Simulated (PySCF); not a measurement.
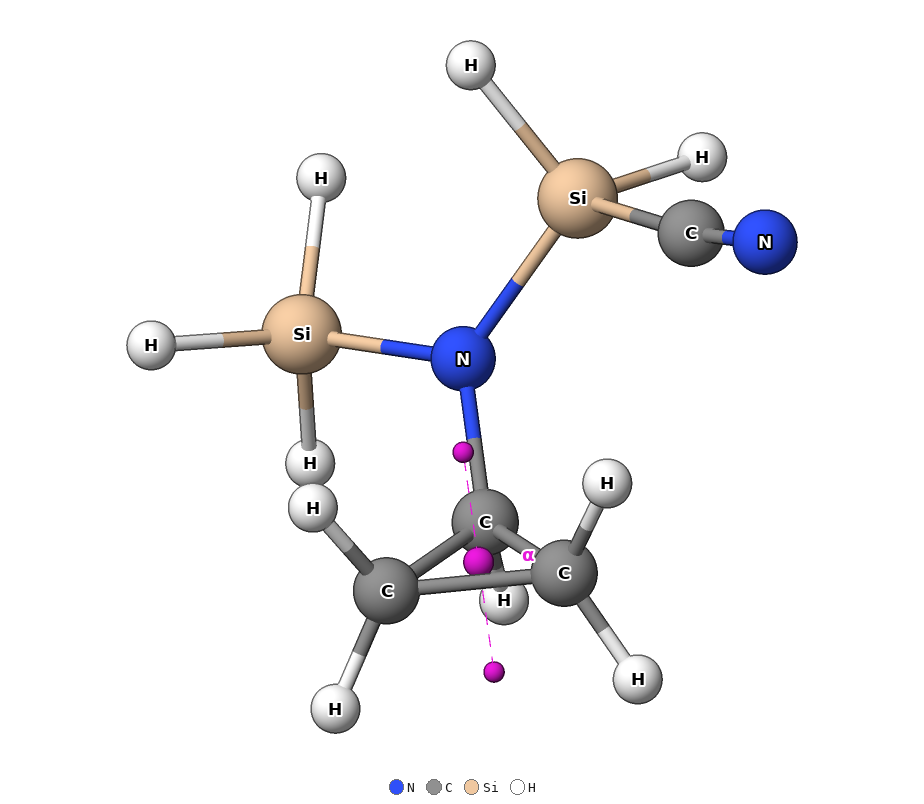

The small points mark where nucleus-independent chemical shifts (NICS) were computed: at the centre of each lettered ring and 1 Å above and below it. Geometry: an image of a reaction path computed with GFN2-xTB, not a minimum. Properties computed with GIAO PBE0/pcSseg-1 NMR shielding, non-relativistic, gas phase (PySCF 2.14.0).

Give NICS(0), NICS(1) and the out-of-plane component NICS(1)zz for each ring (means of the two sides).

```json
{"ring": "α", "members": "C3", "NICS(0)": "−42.3", "NICS(1)": "−8.5", "NICS(1)zz": "−21.4"}
```

Values in ppm.
